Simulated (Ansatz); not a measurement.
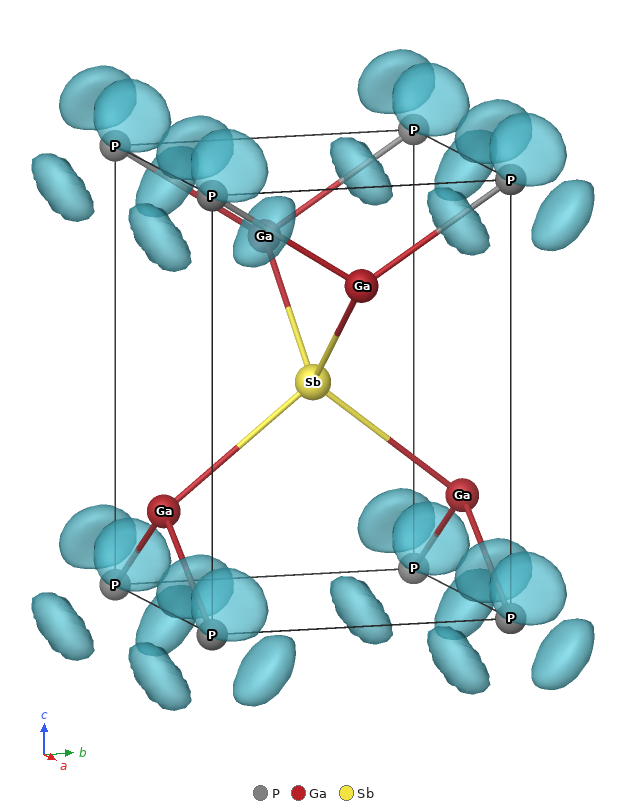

Figure 1: Ga$_{2}$SbP. Isosurface of the electron localisation function at 0.85 (cyan), seen slightly off an axis. Only the valence region is drawn (cores and ρ < 0.01 e/Å³ removed). Sticks mark near contacts.

Space group P-4m2; started from the ordered alloy on zincblende lattice prototype, which need not be the ambient phase.

Level of theory: Ansatz 0.2.0, DFT, HSE06, plane waves, PAW.

**Where are the electrons localised?**

The surface consists of four lobes of the valence shell of P pointing towards Ga (polar bonds), counted in one cell of 4 atoms. Any copies at cell faces, edges or corners count once.

Values along the shortest contacts:
Ga–P (2.42 Å): the ELF peaks at about 0.90 in the valence shell of P, 0.9 Å from its nucleus, and is about 0.80 at the midpoint. Ga–Sb (2.60 Å): the ELF peaks at about 0.75 between the atoms.
